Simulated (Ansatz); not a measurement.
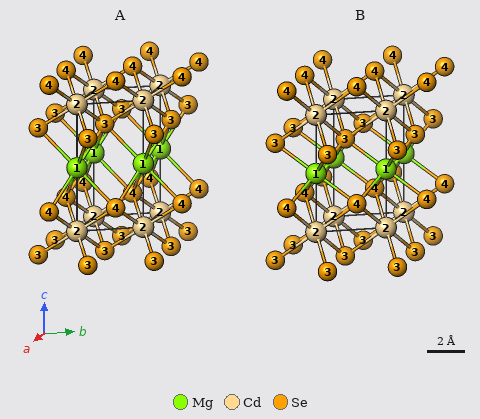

Two geometries of a crystal of MgCdSe2 (a generated structure, set up in P-3m1) (coarse preliminary run), drawn at one scale. One is the start of a relaxation, the other its converged end. A ball-and-stick model of the cell of the calculation, seen slightly off an axis.

These are results of DFT PBE, scalar-relativistic, plane waves, PAW in Ansatz, not measurements. Set-up: plane-wave cutoff 420 eV; k-point mesh 6 × 6 × 4; occupations gaussian; smearing width 0.1 eV; no spin polarisation; cell and atoms relaxed; force threshold 0.04 eV/Å; at most 70 steps.

Q: Which geometry has the lower energy?

A: Structure B is the relaxed one. The largest moves relative to the cell, 0.39 Å, are those of Se3 and Se4. Se4 goes along +c. Cd and Mg stay in place. Cell: a = b 3.767 → 3.969 Å (+5.4 %), c 7.098 → 6.553 Å (−7.7 %). Volume +2.5 %. Near-neighbour distances that change, for instance: Mg1–Se3 3.034 → 2.776 Å, Cd2–Se3 2.605 → 2.860 Å. Bond angles that change, for instance: Se3–Mg1–Se3 76.8° → 91.3°, Se3–Mg1–Se4 103.2° → 88.7°, Mg1–Se3–Mg1 76.8° → 91.3°. The space group stays P-3m1 (No. 164). Over 4 accepted moves (5 points after the start) the energy falls by 417 meV per atom. The largest force component goes from 3.4 to 0.0094 eV/Å. The pressure goes from 8.95 to 0.33 GPa. At 1 point the geometry stayed and the basis and grid were re-selected for the new cell (energy shift of less than 0.05 meV per atom at most each time).
